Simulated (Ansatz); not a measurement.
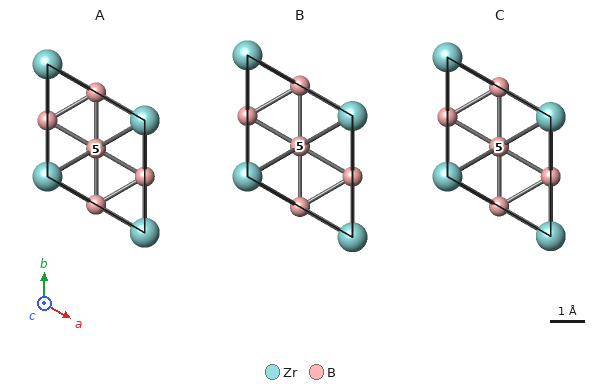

3 geometries from one relaxation of crystalline Zr2B3 (a generated structure, set up in P6/mmm) (coarse preliminary run), in shuffled order. The picture is a ball-and-stick view of the cell of the calculation, seen along the c axis.

Level of theory: DFT PBE, scalar-relativistic, plane waves, PAW in Ansatz 0.2.0. Set-up: plane-wave cutoff 420 eV; k-point mesh 6 × 6 × 4; occupations gaussian; smearing width 0.1 eV; no spin polarisation; cell and atoms relaxed; force threshold 0.04 eV/Å; at most 70 steps.

> Order the frames from highest to lowest energy.

A, C, B. They are steps 0, 2, 6, at +2414 meV per atom, +124 meV per atom relative to the last. The largest moves relative to the cell, 0.45 Å, are those of Zr atoms. B stays in place. The drawn cell changes as follows: a = b 3.307 → 3.571 Å (+8.0 %), c 6.258 → 6.587 Å (+5.3 %); the volume changes by +22.7 %. Near-neighbour distances that change, for instance: Zr–Zr 2.288 → 3.307 Å, Zr–Zr 3.970 → 3.280 Å, B–Zr 2.010 → 2.433 Å, Zr–Zr 3.307 → 3.571 Å. New bonds form, among them: Zr–Zr (3.97 → 3.28 Å). The space group stays P6/mmm (No. 191). Over 5 accepted moves (6 points after the start) the energy falls by 2414 meV per atom. The largest force component goes from 24 to 0.02 eV/Å. The pressure goes from 129.51 to 0.28 GPa. At 1 point the geometry stayed and the basis and grid were re-selected for the new cell (energy shift of 5.2 meV per atom at most each time).
